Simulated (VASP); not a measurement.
Band structure of Cd₃ZnSe₄ (ordered alloy cell). Method: PBEsol GGA, VASP's PBE PAW potentials (set 64) (plane waves; VASP).

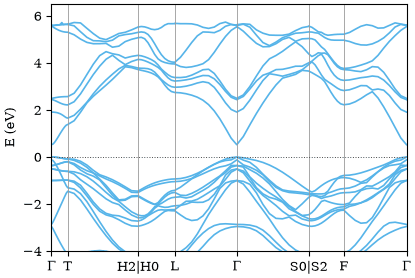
Figure. Bands along high-symmetry lines, zero at the valence-band maximum or, without a gap, the Fermi level

Read the plot: is there a gap, and where are the band edges?

The gap is direct, 0.52 eV, from the valence maximum at Γ to the conduction minimum at Γ. (Edges off the drawn lines would not show.)

The structure was generated: Cd3ZnSe4 was put into an ordered model structure (R3m), which need not be its known phase. It was relaxed first.
